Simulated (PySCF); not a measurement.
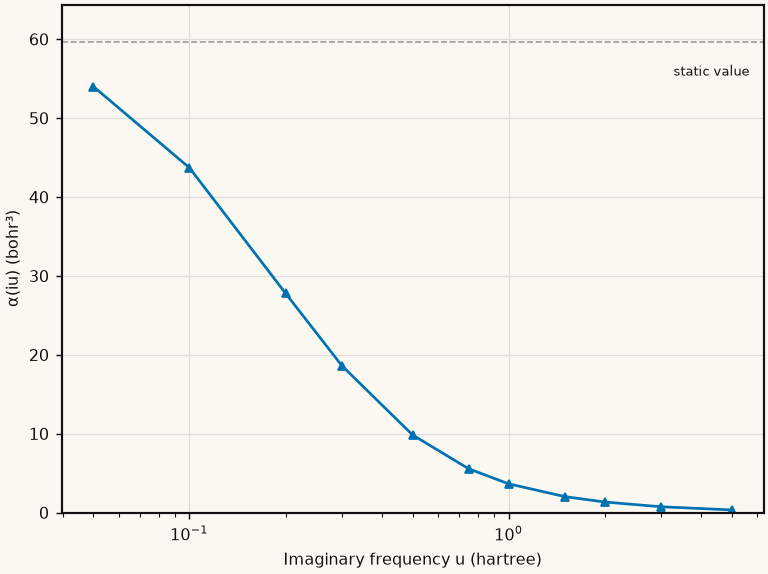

Dipole polarisability at imaginary frequency of neutral gallium ([Ar] 3d¹⁰ 4s² 4p). Coupled response at the PBE0 level; PySCF, aug-cc-pV5Z-PP with a 10-electron core potential, unrestricted single determinants, no spin-orbit coupling.

Question: Describe the response.

Answer: The static dipole polarisability is 59.6 bohr³ (the recommended value is 50.0); α(iu) falls to half of it near u = 0.18 hartree. The Casimir–Polder integral gives C₆ = 504 hartree bohr⁶ for two such species.
